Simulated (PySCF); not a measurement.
System: AsBH6O.

```yaml
atoms:
  - { symbol: O, position_ang: [-0.8886, 0.1079, 0.2328] }
  - { symbol: B, position_ang: [-1.9693, -0.6495, 0.0828] }
  - { symbol: As, position_ang: [1.9280, -0.1106, 0.3224] }
  - { symbol: H, position_ang: [-1.0255, 1.0564, 0.2698] }
  - { symbol: H, position_ang: [-1.7874, -1.8045, 0.0422] }
  - { symbol: H, position_ang: [-3.0490, -0.1840, -0.0058] }
  - { symbol: H, position_ang: [1.7495, 1.3624, 0.5290] }
  - { symbol: H, position_ang: [1.6650, 0.0802, -1.1340] }
  - { symbol: H, position_ang: [3.3909, 0.1476, 0.0628] }
```

Geometry: GFN2-xTB; at this geometry the atoms fall into two loosely joined parts.

Computed with PBE0/def2-SVPD, SCF density, gas phase (PySCF 2.14.0).

Question: Predict the electron density and electron localisation function between the atoms.

Answer: B–O (1.33 Å): ρ at the midpoint is about 2.3 e/Å³; the ELF peaks at about 0.90 between the atoms (a polar covalent bond).
O–H (0.96 Å): ρ at the midpoint is about 3.8 e/Å³; the ELF climbs to about 1 towards the hydrogen, as it does in any bond to H (a covalent bond by its length).
B–H (1.17 Å): the density is about 1.3 e/Å³ at the midpoint; the ELF climbs to about 1 towards the hydrogen (a covalent bond by its length).
As–H (1.50 Å): ρ is about 1.2 e/Å³ halfway; the ELF climbs to about 1 towards the hydrogen.

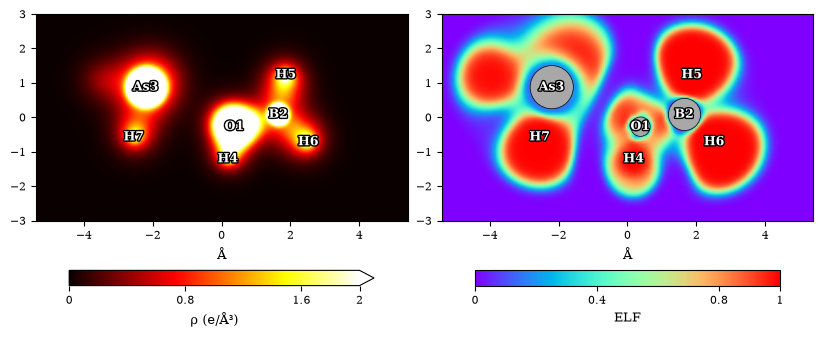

Computed electron density and electron localisation function on the plane of atoms O1, B2 and H6, in this order. Grey discs cover the atomic cores in the ELF map. 
